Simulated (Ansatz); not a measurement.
C$_{4}$H$_{7}$NO: several calculations on one system

## 1. Relaxation

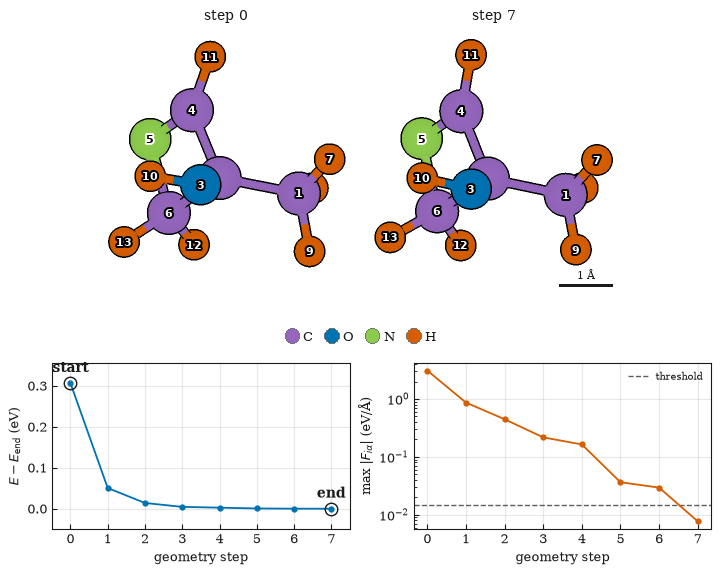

First and last geometry of a relaxation of C₄H₇NO, with the history of the run. The picture is a ball-and-stick view, seen at a tilt.

The run prepares an end point of a later path (torsion) calculation, from a guessed geometry.

All numbers below come from Ansatz 0.2.0, RKS BHLYP/cc-pVDZ.

Input file:
```yaml
crystal:
  periodic: [false, false, false]
  atoms:
    - { symbol: C, position_ang: [-0.4353, -1.0969, 0.9621] }
    - { symbol: C, position_ang: [0.2782, -0.1, 0.0534] }
    - { symbol: O, position_ang: [1.6608, -0.1417, 0.373] }
    - { symbol: C, position_ang: [0.0559, -0.1998, -1.4299] }
    - { symbol: "N", position_ang: [-0.4769, 0.9687, -1.5766] }
    - { symbol: C, position_ang: [-0.3417, 1.3094, -0.126] }
    - { symbol: H, position_ang: [-0.0771, -2.0717, 0.8497] }
    - { symbol: H, position_ang: [-1.5134, -1.0506, 0.701] }
    - { symbol: H, position_ang: [-0.3803, -0.7445, 2.0437] }
    - { symbol: H, position_ang: [2.1117, 0.5074, -0.1862] }
    - { symbol: H, position_ang: [0.1465, -1.0586, -2.0764] }
    - { symbol: H, position_ang: [-1.2839, 1.4747, 0.3852] }
    - { symbol: H, position_ang: [0.276, 2.1687, 0.0421] }
basis:
  gaussian: { orbitals: cc-pVDZ }
hamiltonian:
  xc: { name: BHLYP }
relax:
  f_tol: 0.015
  max_steps: 40
output:
  orbitals: {}
```

Run as
```bash
ansatz run input.yaml --threads 2 --pin off --max-ram 3072MiB --backend cpu --events-out ev --progress --plain --runs-dir out
```

Question: Read the history and describe the run.

Answer: It converged. The largest move after the best rigid fit is that of H11, 0.15 Å. Largest moves by element: H 0.15 Å, N 0.10 Å, O 0.09 Å, C 0.06 Å. Among the contacts that change: C1–H7 1.045 → 1.093 Å, C1–H9 1.139 → 1.093 Å, C6–H13 1.072 → 1.094 Å, C2–O3 1.420 → 1.398 Å. Among the angles between lasting bonds that change: N5–C4–H11 133.3° → 126.4°, O3–C2–C4 111.4° → 117.6°, C2–C4–H11 129.2° → 134.4°. Over 7 geometry steps the energy falls by 0.307 eV. The largest force component goes from 3.1 to 0.0077 eV/Å.

## 2. Relaxation

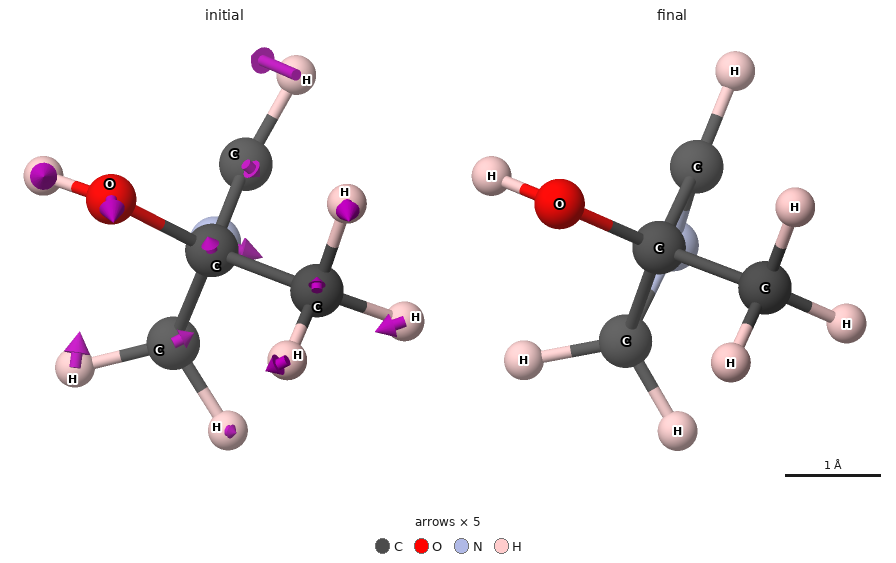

The structure of C4H7NO before (left) and after (right) a relaxation, at one scale. The purple arrows give the displacements, magnified 5 times.

The picture is a ball-and-stick view, seen from a free direction.

The run prepares an end point of a later path (torsion) calculation, from a guessed geometry.

Computed with RKS BHLYP/cc-pVDZ (Ansatz 0.2.0).

Input
```yaml
crystal:
  periodic: [false, false, false]
  atoms:
    - { symbol: C, position_ang: [-0.4353, -1.0969, 0.9621] }
    - { symbol: C, position_ang: [0.2782, -0.1, 0.0534] }
    - { symbol: O, position_ang: [0.04702, -0.50129, -1.28861] }
    - { symbol: C, position_ang: [-0.00044, 1.36497, 0.24251] }
    - { symbol: "N", position_ang: [1.20749, 1.70442, 0.55309] }
    - { symbol: C, position_ang: [1.73089, 0.31054, 0.40556] }
    - { symbol: H, position_ang: [-0.0771, -2.0717, 0.8497] }
    - { symbol: H, position_ang: [-1.5134, -1.0506, 0.701] }
    - { symbol: H, position_ang: [-0.3803, -0.7445, 2.0437] }
    - { symbol: H, position_ang: [0.51876, 0.1165, -1.8658] }
    - { symbol: H, position_ang: [-0.94816, 1.87842, 0.28618] }
    - { symbol: H, position_ang: [2.12972, -0.11739, 1.31891] }
    - { symbol: H, position_ang: [2.48636, 0.2293, -0.35] }
basis:
  gaussian: { orbitals: cc-pVDZ }
hamiltonian:
  xc: { name: BHLYP }
relax:
  f_tol: 0.015
  max_steps: 40
```

Launched with:
```bash
ansatz run input.yaml --threads 2 --pin off --max-ram 3072MiB --backend cpu --events-out ev --progress --plain --runs-dir out
```

> Summarise the run.

H11 moves most after the best rigid fit: 0.19 Å. Largest moves by element: H 0.19 Å, N 0.11 Å, O 0.07 Å, C 0.05 Å. Among the contacts that change: C1–H7 1.045 → 1.093 Å, C1–H9 1.139 → 1.092 Å, C6–H13 1.072 → 1.094 Å, C2–O3 1.420 → 1.398 Å. Among the angles between lasting bonds that change: N5–C4–H11 133.3° → 126.4°, O3–C2–C4 111.4° → 117.6°, C2–C4–H11 129.2° → 134.3°. The energy falls by 29.1 kJ/mol in 7 geometry steps. The largest force component goes from 3.1 to 0.007 eV/Å. Cost: 23 s on 2 threads of AMD EPYC 9B14 (Zen 4), on a shared host, peak memory 0.3 GiB.

## 3. Path

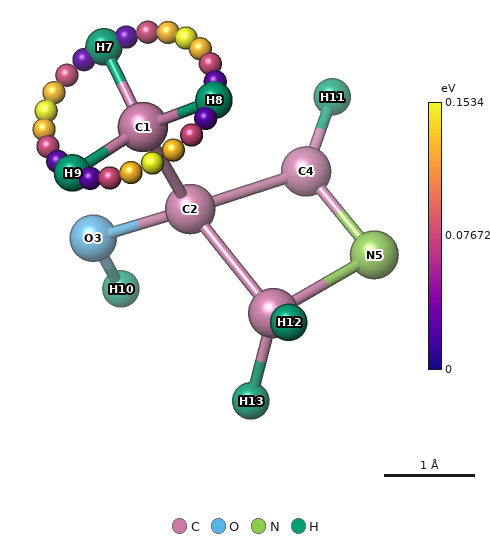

A search for the minimum-energy path of C₄H₇NO by the nudged elastic band. Images are numbered from 0 (start) to 8 (end). The start is drawn whole; smaller spheres mark the moving atoms (H) in the later images, joined by lines and coloured by the energy of the image relative to the start. Style: ball-and-stick. Shown from a free direction.

Theory: Ansatz, RKS BHLYP/cc-pVDZ. Set-up: 7 movable images; climbing image; force threshold 0.05 eV/Å; iteration limit 60; starting path by image-dependent pair potential.

### Describe the path and its energy.

The motion is a rotation about the C–C bond by about 120°. No bond forms or breaks between the ends. Among the angles between lasting bonds that change up to the highest image: C–C–H 109.5° → 111.8°. The two ends have the same energy, and the highest point, image 4, lies 0.153 eV above the start. The band converged in 5 iterations, with a climbing image at the top.
